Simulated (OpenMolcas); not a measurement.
## Predicting a hybrid from its neighbours: C2H3NO (Nitrosoethylene)

The species is C2H3NO (7 atoms), meant as a singlet with charge 0. SMILES: `C=CN=O`. Geometry: relaxed at PBE0-D4/def2-TZVP. This is one conformer, not always the lowest.

The HOMO–LUMO gap y, in eV, basis def2-SVPD; a is the functional's share of exact exchange. Programs: OpenMolcas 26.06.

| functional | program | a | y (eV) |
| --- | --- | --- | --- |
| PBE | OpenMolcas | 0 | 0.98 |
| r2SCAN | OpenMolcas | 0 | 1.42 |
| B3LYP | OpenMolcas | 0.2 | ? |
| PBE0 | OpenMolcas | 0.25 | 3.82 |
| BHLYP | OpenMolcas | 0.5 | 6.81 |

Question: Fit y = c + s·a to the known rows and predict B3LYP.

Answer: 
1. Means of the 4 rows: a = 0.1875, y = 3.257.
2. Σ(Δa)² = 0.17188, Σ(Δa·Δy) = 1.9169, so the slope is 1.9169/0.17188 = 11.153.
3. Intercept: 3.257 − (11.153) × 0.1875 = 1.166. The largest residual of the fit is 0.25.
4. B3LYP: 1.166 + (11.153) × 0.2 = 3.40 eV.

The run gave 3.32 eV, so the prediction is off by +0.08 eV, within the scatter of the fit. Exact exchange lowers occupied levels and raises empty ones. The rows mix families of semi-local functionals, which the line can't see.

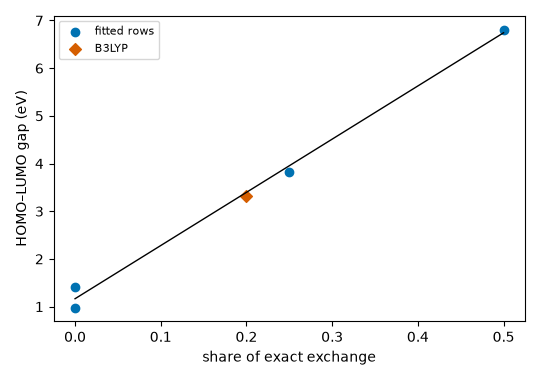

The fitted line, with the withheld row.
